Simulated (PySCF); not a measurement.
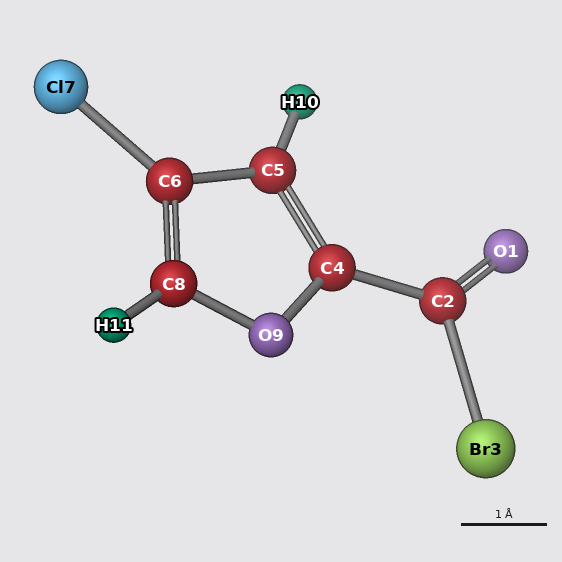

The view is orthographic, and the bar gives the scale. Computed geometry: GFN2-xTB optimisation. No frequency run is at hand to confirm it as a minimum.

Reconstruct the coordinates (Å) as seen: x to the right, y up, z towards the viewer, origin at the mean of the atomic positions.

```xyz
11
C5H2BrClO2
O    2.62  -0.01  -1.33
C    1.88  -0.60  -0.62
Br   2.39  -2.35   0.11
C    0.57  -0.21  -0.17
C   -0.14   0.95  -0.46
C   -1.36   0.82   0.23
Cl  -2.64   1.93   0.26
C   -1.31  -0.39   0.89
O   -0.16  -1.00   0.64
H    0.18   1.76  -1.08
H   -2.02  -0.89   1.52
```
